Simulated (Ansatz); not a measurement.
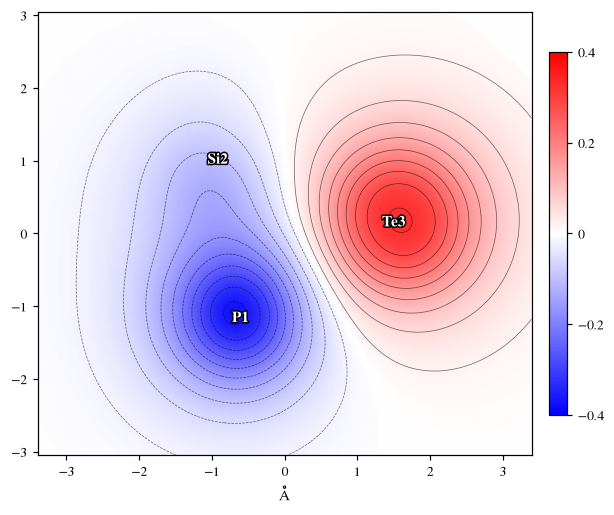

PSiTe (SMILES [Si]1=P[Te]1) (doublet). The HOMO (α) on a plane 0.8 Å above the molecular plane (values in Å⁻³ᐟ²; the overall sign is arbitrary).

Geometry: B3LYP-D3(BJ)/def2-SVP; core potentials replace the inner electrons of Te.

Theory: isolated molecule in a Gaussian basis; Kohn-Sham density functional theory, functional PBE0 (Ansatz).

```xyz
3

P    -1.7277   -1.7222   -3.1846
Si   -1.5022   -0.0402   -1.7838
Te   -1.7195   -2.4112   -0.7901
```

> Where does this orbital lie, and at what energy?

Its weight (Hirshfeld) is mainly on Te3 (about 50 %), P1 (about 40 %) and Si2 (about 10 %); it changes sign across the molecular plane (π type); π-antibonding (a node) across P1–Te3. Its energy is −6.18 eV.
